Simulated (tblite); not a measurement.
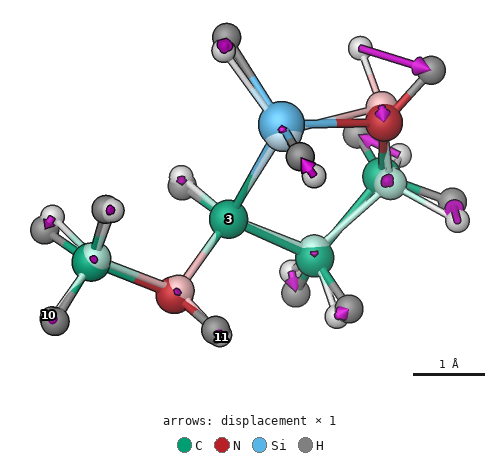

This is a relaxation of C₄H₁₂N₂Si. The starting structure is drawn faded, the final one solid; purple arrows show the displacements, at their true length. The two geometries are superimposed by the best rigid fit.

The picture is a ball-and-stick view, seen at a tilt.

Computed with GFN2-xTB geometry optimisation, gas phase in tblite 0.8.0. 

### Which element moves most?

Hydrogen: up to 1.29 Å, against 0.27 Å for nitrogen.

### What did the optimiser do to the structure, and how much energy did it gain?

The atom that moves furthest after the best rigid fit is an H atom (1.29 Å). Largest moves by element: H 1.29 Å, N 0.27 Å, C 0.25 Å, Si 0.11 Å. Near-neighbour distances that change, for instance: N–Si 1.817 → 1.714 Å, C–C 1.453 → 1.524 Å, C–H 1.139 → 1.090 Å, C–C 1.485 → 1.531 Å. Among the angles between lasting bonds that change: Si–N–H 104.2° → 125.2°, C–C–N 114.9° → 106.2°, C–N–Si 107.0° → 114.7°. Groups turn about C–C by about 30°. Over 75 geometry steps the energy falls by 22.9 kcal/mol. Cost: 0.95 s on 1 thread of Arm Neoverse N1, on a shared host.
